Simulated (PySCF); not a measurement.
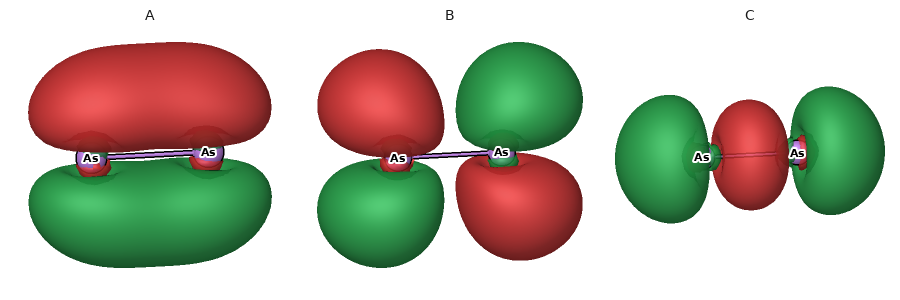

Figure 1: As₂. Three frontier orbitals, each drawn at the value that holds 80 % of its norm (green and red are the two phases), in no order; of a degenerate pair one member is drawn.

The calculation used PySCF, PBE0/def2-TZVPPD, non-relativistic Hamiltonian with scalar-relativistic core potentials where named, at a bond length of 2.090 Å.

Name the orbitals and rank them from lowest to highest energy.

Orbital C: σg, occupied, −7.86 eV; with no node between the nuclei.
Orbital A: πu, occupied, −7.48 eV; with no node between the nuclei, bonding.
Orbital B: πg, empty, −2.68 eV; antibonding, with a node between the atoms.
